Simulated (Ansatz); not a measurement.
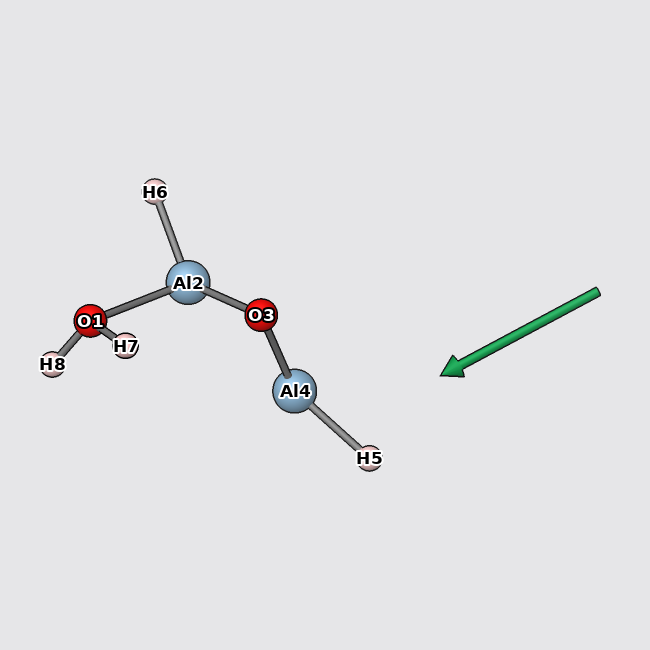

The arrow beside the molecule shows the direction of the dipole moment, from the negative to the positive end (its length means nothing). The computed structure is the end point of a PBE0-D4/def2-TZVP optimisation. No frequency run is at hand to confirm it as a minimum. Level of theory: RKS PBE0-D4/def2-TZVP (Ansatz 0.2.0).

Q: Estimate the dipole moment.

A: 4.16 D; it points from the side of H5 to the side of H8 (the outermost atoms at the two ends).
